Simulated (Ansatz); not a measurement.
## Geometry relaxation of C2H10AlNO (part 1 of 2)

- system: C2H10AlNO
- method: RKS PBE0-D4/6-31G* (Ansatz 0.2.0)

The input holds or restrains some coordinates. It belongs to a series of runs on one base structure; here: pulled along the bonds that form and break, towards end A. Figures and captions count atoms from 1; the log counts them from 0 in places.

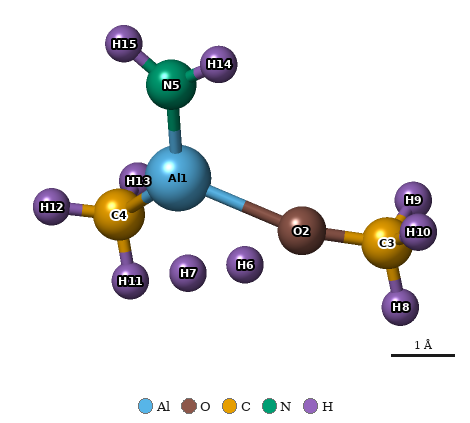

Figure 1. The starting structure (ball-and-stick view, seen at a tilt; atoms are numbered from 1 in the order of the input). Sticks mark near contacts.

The input
```yaml
crystal:
  periodic: [false, false, false]
  atoms:
    - { symbol: Al, position_ang: [-0.8447, -0.3708, -0.2104] }
    - { symbol: O, position_ang: [0.8697, 0.8178, 0.4107] }
    - { symbol: C, position_ang: [2.1013, 1.4595, 0.3984] }
    - { symbol: C, position_ang: [-0.6176, -2.3281, 0.0302] }
    - { symbol: "N", position_ang: [-1.8022, 0.5637, -1.379] }
    - { symbol: H, position_ang: [-0.1101, 0.7955, 1.2382] }
    - { symbol: H, position_ang: [-0.996, 0.5305, 1.5718] }
    - { symbol: H, position_ang: [2.6999, 1.159, 1.2682] }
    - { symbol: H, position_ang: [2.6538, 1.1992, -0.5092] }
    - { symbol: H, position_ang: [1.9656, 2.5486, 0.4217] }
    - { symbol: H, position_ang: [-0.102, -2.5411, 0.9718] }
    - { symbol: H, position_ang: [-1.5789, -2.8453, 0.0699] }
    - { symbol: H, position_ang: [-0.0385, -2.8093, -0.7638] }
    - { symbol: H, position_ang: [-1.5654, 1.5164, -1.6293] }
    - { symbol: H, position_ang: [-2.6347, 0.3043, -1.8892] }
basis:
  gaussian: { orbitals: "6-31G*" }
hamiltonian:
  xc: pbe0
  dispersion: d4
relax:
  f_tol: 0.15
  max_steps: 25
  restrain:
    - { distance: [0, 6], at: 2.82, k: 30.0 }
    - { distance: [5, 1], at: 2.27, k: 30.0 }
    - { distance: [0, 1], at: 1.87, k: 30.0 }
    - { distance: [5, 6], at: 0.62, k: 30.0 }
output:
  orbitals: {}
```

Launched with:
```bash
ansatz run input.yaml --threads 2 --pin off --max-ram 3072MiB --backend cpu --events-out ev --progress --plain --runs-dir out
```

The program's output
```
The last accepted step is kept in [file] (removed where the run ends without a failure and the disk answers)
Engine: ansatz 0.2.0, aarch64-unknown-linux-gnu
Functional definition: PBE0
  parameter a = 0.25
  parameter kappa = 0.804
  parameter beta = 0.06672455060314922
  exchange = (1 - a)*pbe_x(kappa = kappa, mu = beta*pi^2/3) + a*exact_x
  correlation = pbe_c(beta = beta)
1135 factors; integrals over basis functions are off by at most 4.4e-4 eV
mean field evaluation 1: about -12347.9935 eV, gradient 7.8e1 eV
mean field evaluation 2: about -12332.6827 eV, gradient 1.1e2 eV
mean field evaluation 4: about -12360.2141 eV, gradient 5.6e0 eV
mean field evaluation 8: about -12360.2991 eV, gradient 5.3e-1 eV
mean field evaluation 16: about -12360.2997 eV, gradient 4.4e-5 eV
mean field -12360.29970843 eV, -454.2326361726 hartree, gradient 4.4e-5 eV, S^2 0.000000; 0 other end points of the search recorded, 0 dependent functions left out
the calculation of the forces begins
reference -12360.29974153 eV, -454.2326373890 hartree; 25, 25 occupied and 74, 74 virtual orbitals, 1135 factors
relax step   1: F+E_penalty+E_count = -12360.51396450 eV  Δ(F+E_penalty+E_count) = +0.000e0 eV  max|allowed force component| = 2.204e0 eV/Å  E_restraint = 28.02479126 eV  max|allowed force component, restraints' pulls added| = 3.210e1 eV/Å  Δτ_max = 0.0000 Å  (26 SCF iters, accepted)
  distance Al 0 - H 6 = 2.0029 Å
  distance H 5 - O 1 = 1.2827 Å
  distance Al 0 - O 1 = 2.1766 Å
  distance H 5 - H 6 = 0.9830 Å
these checks for a lower state are left out or cut short: starts, cluster_reference, orbital_swaps, neighbouring_geometries, increment
1135 factors; integrals over basis functions are off by at most 5.2e-4 eV
mean field -12360.36037924 eV, -454.2348657838 hartree, gradient 7.2e-6 eV, S^2 0.000000; 0 other end points of the search recorded, 0 dependent functions left out
[... from here on the field's lines of each further geometry are left out, up to the last ...]
relax step   2: F+E_penalty+E_count = -12360.56641708 eV  Δ(F+E_penalty+E_count) = -5.245e-2 eV  max|allowed force component| = 2.720e0 eV/Å  E_restraint = 12.86823868 eV  max|allowed force component, restraints' pulls added| = 2.020e1 eV/Å  Δτ_max = 0.1967 Å  (33 SCF iters, accepted)
relax step   3: F+E_penalty+E_count = -12360.76494970 eV  Δ(F+E_penalty+E_count) = -1.985e-1 eV  max|allowed force component| = 3.216e0 eV/Å  E_restraint = 3.97050986 eV  max|allowed force component, restraints' pulls added| = 9.506e0 eV/Å  Δτ_max = 0.1946 Å  (33 SCF iters, accepted)
relax step   4: F+E_penalty+E_count = -12361.36202047 eV  Δ(F+E_penalty+E_count) = -5.971e-1 eV  max|allowed force component| = 3.530e0 eV/Å  E_restraint = 0.12852166 eV  max|allowed force component, restraints' pulls added| = 2.665e0 eV/Å  Δτ_max = 0.1945 Å  (29 SCF iters, accepted)
relax step   5: F+E_penalty+E_count = -12361.88576598 eV  Δ(F+E_penalty+E_count) = -5.237e-1 eV  max|allowed force component| = 1.866e0 eV/Å  E_restraint = 0.22880657 eV  max|allowed force component, restraints' pulls added| = 1.131e0 eV/Å  Δτ_max = 0.1910 Å  (28 SCF iters, accepted)
relax step   6: F+E_penalty+E_count = -12361.95245177 eV  Δ(F+E_penalty+E_count) = -6.669e-2 eV  max|allowed force component| = 1.721e0 eV/Å  E_restraint = 0.38388869 eV  max|allowed force component, restraints' pulls added| = 3.931e0 eV/Å  Δτ_max = 0.1950 Å  (28 SCF iters, rejected (line search))
relax step   7: F+E_penalty+E_count = -12361.92602290 eV  Δ(F+E_penalty+E_count) = -4.026e-2 eV  max|allowed force component| = 1.855e0 eV/Å  E_restraint = 0.21433704 eV  max|allowed force component, restraints' pulls added| = 7.547e-1 eV/Å  Δτ_max = 0.0975 Å  (28 SCF iters, accepted)
relax step   8: F+E_penalty+E_count = -12361.94015882 eV  Δ(F+E_penalty+E_count) = -1.414e-2 eV  max|allowed force component| = 1.940e0 eV/Å  E_restraint = 0.19264990 eV  max|allowed force component, restraints' pulls added| = 2.601e-1 eV/Å  Δτ_max = 0.1000 Å  (28 SCF iters, accepted)
relax step   9: F+E_penalty+E_count = -12361.94156645 eV  Δ(F+E_penalty+E_count) = -1.408e-3 eV  max|allowed force component| = 2.058e0 eV/Å  E_restraint = 0.17578112 eV  max|allowed force component, restraints' pulls added| = 4.057e-1 eV/Å  Δτ_max = 0.1500 Å  (27 SCF iters, accepted)
relax step  10: F+E_penalty+E_count = -12362.01596155 eV  Δ(F+E_penalty+E_count) = -7.440e-2 eV  max|allowed force component| = 1.734e0 eV/Å  E_restraint = 0.18097876 eV  max|allowed force component, restraints' pulls added| = 5.117e-1 eV/Å  Δτ_max = 0.2000 Å  (28 SCF iters, accepted)
relax step  11: F+E_penalty+E_count = -12361.99601519 eV  Δ(F+E_penalty+E_count) = +1.995e-2 eV  max|allowed force component| = 1.687e0 eV/Å  E_restraint = 0.15428065 eV  max|allowed force component, restraints' pulls added| = 8.950e-1 eV/Å  Δτ_max = 0.1933 Å  (28 SCF iters, accepted)
relax step  12: F+E_penalty+E_count = -12362.07767770 eV  Δ(F+E_penalty+E_count) = -8.166e-2 eV  max|allowed force component| = 2.079e0 eV/Å  E_restraint = 0.14527882 eV  max|allowed force component, restraints' pulls added| = 2.264e-1 eV/Å  Δτ_max = 0.1998 Å  (28 SCF iters, accepted)
relax step  13: F+E_penalty+E_count = -12362.09758637 eV  Δ(F+E_penalty+E_count) = -1.991e-2 eV  max|allowed force component| = 2.130e0 eV/Å  E_restraint = 0.13961767 eV  max|allowed force component, restraints' pulls added| = 7.495e-2 eV/Å  Δτ_max = 0.1758 Å  (27 SCF iters, accepted)
relax step  14: F+E_penalty+E_count = -12362.10086250 eV  Δ(F+E_penalty+E_count) = -3.276e-3 eV  max|allowed force component| = 1.901e0 eV/Å  E_restraint = 0.14321857 eV  max|allowed force component, restraints' pulls added| = 4.024e-1 eV/Å  Δτ_max = 0.1995 Å  (28 SCF iters, rejected (line search))
relax step  15: F+E_penalty+E_count = -12362.11053334 eV  Δ(F+E_penalty+E_count) = -1.295e-2 eV  max|allowed force component| = 2.019e0 eV/Å  E_restraint = 0.14607809 eV  max|allowed force component, restraints' pulls added| = 2.365e-1 eV/Å  Δτ_max = 0.0970 Å  (28 SCF iters, accepted)
relax step  16: F+E_penalty+E_count = -12362.14778607 eV  Δ(F+E_penalty+E_count) = -3.725e-2 eV  max|allowed force component| = 1.496e0 eV/Å  E_restraint = 0.21877737 eV  max|allowed force component, restraints' pulls added| = 1.929e0 eV/Å  Δτ_max = 0.0963 Å  (28 SCF iters, rejected (line search))
the calculation of the forces begins
reference -12361.88659497 eV, -454.2909531774 hartree; 25, 25 occupied and 74, 74 virtual orbitals, 1135 factors
relax step  17: F+E_penalty+E_count = -12362.10822564 eV  Δ(F+E_penalty+E_count) = +2.308e-3 eV  max|allowed force component| = 2.081e0 eV/Å  E_restraint = 0.14115644 eV  max|allowed force component, restraints' pulls added| = 8.169e-2 eV/Å  Δτ_max = 0.0482 Å  (28 SCF iters, accepted)
```

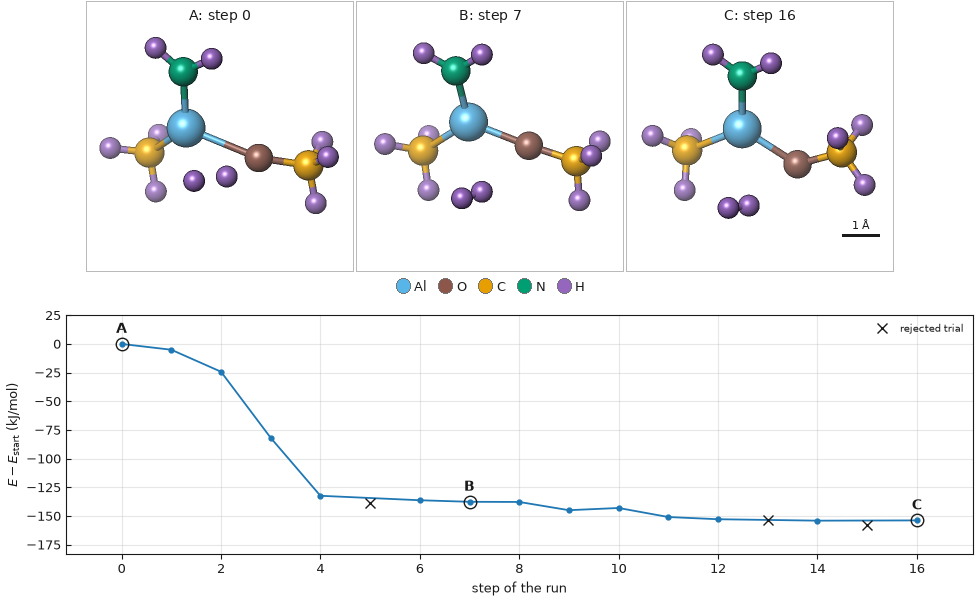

Figure 2. Frames of the restrained relaxation (ball-and-stick view, seen at a tilt) above the curves, on which the letters mark them (the first geometry is step 0 here and step 1 in the log).

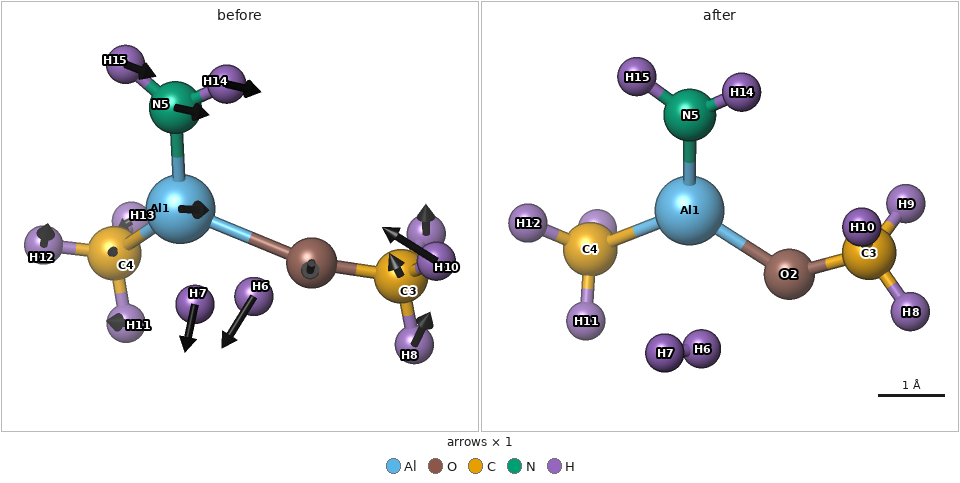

Figure 3. Before (left) and after (right) the restrained relaxation, at one scale (ball-and-stick view, seen at a tilt). The black arrows give the displacements, at true length. H10 moves most after the best rigid fit: 1.00 Å. By element the largest moves are H 1.00 Å, O 0.71 Å, Al 0.59 Å, N 0.59 Å, C 0.41 Å. Among the contacts that change: Al1–O2 2.177 → 1.811 Å, H6–H7 0.983 → 0.697 Å, Al1–C4 1.985 → 1.944 Å, O2–C3 1.389 → 1.399 Å. New bonds form: H6–H7 (0.98 → 0.70 Å). Among the angles that change: Al1–O2–C3 161.5° → 125.8°, O2–Al1–N5 109.0° → 117.9°, C4–Al1–N5 131.3° → 124.4°. After 16 geometry steps the energy has fallen by 153.8 kJ/mol. The largest force component goes from 2.2 to 2.1 eV/Å. The line search rejected the trial steps at points 5, 13, 15 (counted from 0) and went back. (Atoms are counted from 1 in the order of the input.)

```
  distance Al 0 - H 6 = 2.8220 Å
  distance H 5 - O 1 = 2.2741 Å
  distance Al 0 - O 1 = 1.8107 Å
  distance H 5 - H 6 = 0.6966 Å
1135 factors; integrals over basis functions are off by at most 8.4e-4 eV
mean field -12361.88656366 eV, -454.2909520269 hartree, gradient 6.3e-6 eV, S^2 0.000000; 1 other end points of the search recorded, 0 dependent functions left out
the calculation of the forces begins
reference -12361.88659497 eV, -454.2909531774 hartree; 25, 25 occupied and 74, 74 virtual orbitals, 1135 factors
Total energy: -12362.10825695 eV, -454.2990991049 hartree
Atom 0 at    -0.277718    -0.413960    -0.361630 Å, force     1.519207     0.614823     0.657595 eV/Å
Atom 1 at     1.256066     0.217905     0.364279 Å, force    -1.404831    -0.615229    -0.817105 eV/Å
Atom 2 at     1.826871     1.469446     0.109465 Å, force    -0.011941     0.002545    -0.000800 eV/Å
Atom 3 at    -0.770833    -2.253505     0.030489 Å, force    -0.003468     0.004285     0.008710 eV/Å
Atom 4 at    -1.205796     0.671144    -1.420348 Å, force     0.000629     0.005836    -0.004245 eV/Å
Atom 5 at    -0.283972     0.350392     2.032294 Å, force     1.983982     0.075690    -0.699716 eV/Å
Atom 6 at    -0.934993     0.331647     2.279553 Å, force    -2.081226    -0.050603     0.847320 eV/Å
Atom 7 at     2.537944     1.714746     0.910158 Å, force    -0.008436    -0.002974    -0.007334 eV/Å
Atom 8 at     2.385012     1.483354    -0.839955 Å, force    -0.008580     0.005140     0.008462 eV/Å
Atom 9 at     1.086770     2.287296     0.070046 Å, force     0.005043    -0.027584     0.002477 eV/Å
Atom 10 at    -0.535229    -2.500686     1.071627 Å, force    -0.003074     0.001644    -0.001713 eV/Å
Atom 11 at    -1.837601    -2.445524    -0.129824 Å, force    -0.000975    -0.003649    -0.000928 eV/Å
Atom 12 at    -0.211753    -2.954429    -0.600762 Å, force    -0.002060     0.000098    -0.001816 eV/Å
Atom 13 at    -0.941988     1.613029    -1.674529 Å, force    -0.004616    -0.013662     0.008577 eV/Å
Atom 14 at    -2.092581     0.429045    -1.840863 Å, force     0.020347     0.003642     0.000517 eV/Å
Dipole moment:    -0.292641     0.166318    -0.265993 e Å
```

Trajectory as extended XYZ (Å, eV, eV/Å), 17 frames, from step=1 to step=17
```
15
Properties=species:S:1:pos:R:3:forces:R:3 step=1 energy=-12360.51397
Al   -0.8447   -0.3708   -0.2104    1.6532   0.9694   1.1381
O     0.8697    0.8178    0.4107   -2.2043  -1.3956  -0.5266
C     2.1013    1.4595    0.3984   -0.0766   0.0254   0.0138
C    -0.6176   -2.3281    0.0302   -0.0778   0.4028  -0.0179
N    -1.8022    0.5637   -1.3790   -0.0219   0.1600  -0.2841
H    -0.1101    0.7955    1.2382    0.3412   0.2434   0.2373
H    -0.9960    0.5305    1.5718    0.0409  -0.4407  -0.6741
H     2.6999    1.1590    1.2682    0.1054   0.0299   0.0115
H     2.6538    1.1992   -0.5092    0.1191   0.0025  -0.0870
H     1.9656    2.5486    0.4217    0.1132   0.0921  -0.0066
H    -0.1020   -2.5411    0.9718    0.0147   0.0924   0.0645
H    -1.5789   -2.8453    0.0699   -0.1905  -0.0219   0.0097
H    -0.0385   -2.8093   -0.7638    0.0563   0.1488  -0.1309
H    -1.5654    1.5164   -1.6293    0.0683  -0.0383   0.1904
H    -2.6347    0.3043   -1.8892    0.0589  -0.2703   0.0620
15
Properties=species:S:1:pos:R:3:forces:R:3 step=2 energy=-12360.56642
Al   -0.7513   -0.3950   -0.3275    2.7196   1.6765   1.0419
O     0.9009    0.7683    0.2942   -2.4460  -1.4404  -0.3705
C     2.1047    1.4570    0.3901   -0.3854  -0.6415  -0.8400
C    -0.6164   -2.3286    0.0278   -0.1580   0.2657   0.0747
N    -1.8022    0.5663   -1.3843    0.0346  -0.0277  -0.0898
H    -0.2685    0.7803    1.3538   -0.0233   0.0834   0.2791
H    -0.9701    0.6179    1.7092   -0.4478  -0.2944  -0.0565
H     2.6982    1.1578    1.2676   -0.0781  -0.0583   0.0472
H     2.6611    1.2019   -0.5110    0.7506   0.3107  -0.1317
H     1.9645    2.5479    0.4211   -0.0630   0.0358   0.0197
H    -0.1019   -2.5393    0.9720    0.0278   0.1588  -0.0150
H    -1.5806   -2.8442    0.0699   -0.1272   0.0866  -0.0385
H    -0.0378   -2.8095   -0.7650    0.1095   0.0221  -0.1292
H    -1.5657    1.5177   -1.6289    0.1105   0.0731   0.1271
H    -2.6349    0.3014   -1.8889   -0.0237  -0.2503   0.0815
15
Properties=species:S:1:pos:R:3:forces:R:3 step=3 energy=-12360.76495
Al   -0.6464   -0.3972   -0.4226    2.8820   1.9209   1.1070
O     0.9362    0.7084    0.1560   -2.8744  -1.6318  -0.2909
C     2.1017    1.4460    0.3729   -0.3575  -0.7030  -0.9566
C    -0.6169   -2.3238    0.0275    0.0043   0.2818  -0.0974
N    -1.7990    0.5663   -1.3827    0.1700  -0.1082  -0.0136
H    -0.4004    0.7927    1.4964    2.8005   0.6138  -1.3822
H    -0.9875    0.6704    1.8179   -3.2165  -0.6500   1.8064
H     2.6923    1.1554    1.2658   -0.4043  -0.1705  -0.0927
H     2.6787    1.2093   -0.5141    1.0964   0.4894  -0.1387
H     1.9606    2.5442    0.4208   -0.2881  -0.2370  -0.0138
H    -0.1015   -2.5364    0.9713    0.0418   0.1999  -0.0432
H    -1.5820   -2.8413    0.0690   -0.0963   0.2364  -0.0790
H    -0.0370   -2.8094   -0.7652    0.0857  -0.0915  -0.0356
H    -1.5645    1.5183   -1.6276    0.0840   0.0854   0.0709
H    -2.6340    0.2972   -1.8855    0.0725  -0.2357   0.1595
15
Properties=species:S:1:pos:R:3:forces:R:3 step=4 energy=-12361.36202
Al   -0.5109   -0.3811   -0.5121    1.5900   1.4064   1.1218
O     0.9476    0.6252   -0.0001   -1.5928  -0.7436   0.1318
C     2.0798    1.4096    0.3278   -0.2091  -0.5384  -0.7570
C    -0.6072   -2.3052    0.0168    0.1891   0.2801  -0.2961
N    -1.7753    0.5617   -1.3808    0.3698  -0.1387  -0.0207
H    -0.4883    0.8389    1.6636    3.3775   0.6869  -1.7501
H    -1.0634    0.7198    1.9732   -3.5295  -0.6764   1.9907
H     2.6474    1.1359    1.2514   -0.7181  -0.3911  -0.3381
H     2.7364    1.2344   -0.5227    0.7294   0.3996   0.0205
H     1.9269    2.5122    0.4159   -0.5544  -0.5661  -0.1955
H    -0.0990   -2.5211    0.9652    0.0494   0.2257  -0.0669
H    -1.5814   -2.8134    0.0605   -0.0118   0.4170  -0.1234
H    -0.0315   -2.8186   -0.7648    0.0608  -0.1980   0.0356
H    -1.5615    1.5202   -1.6249    0.0152   0.0467   0.0216
H    -2.6192    0.2813   -1.8690    0.2346  -0.2102   0.2258
15
Properties=species:S:1:pos:R:3:forces:R:3 step=5 energy=-12361.88577
Al   -0.5379   -0.3278   -0.3948    1.8663   1.0534  -0.2812
O     0.9352    0.6127   -0.0093   -1.3422  -0.9003  -0.3210
C     2.0769    1.3715    0.2523   -0.7617  -0.1120   0.3937
C    -0.5625   -2.2577   -0.0127   -0.1782   0.1091   0.0581
N    -1.7227    0.5478   -1.4223    0.2618  -0.0282   0.2364
H    -0.5020    0.7316    1.7459    1.1589   0.0248  -0.6606
H    -1.0837    0.7665    2.1573   -1.2084   0.0166   0.8489
H     2.5545    1.0550    1.2053   -0.0625  -0.0048  -0.3953
H     2.8003    1.2667   -0.5669    0.0684   0.0756   0.0640
H     1.8217    2.4467    0.3805    0.1190  -0.3311  -0.2016
H    -0.1004   -2.4485    0.9642   -0.0657  -0.0383  -0.0271
H    -1.5871   -2.6639    0.0056    0.2104   0.0459   0.0165
H     0.0119   -2.8381   -0.7549   -0.1207   0.2518   0.0940
H    -1.5426    1.5152   -1.6647   -0.0567  -0.0782   0.0024
H    -2.5613    0.2221   -1.8855    0.1113  -0.0842   0.1727
```
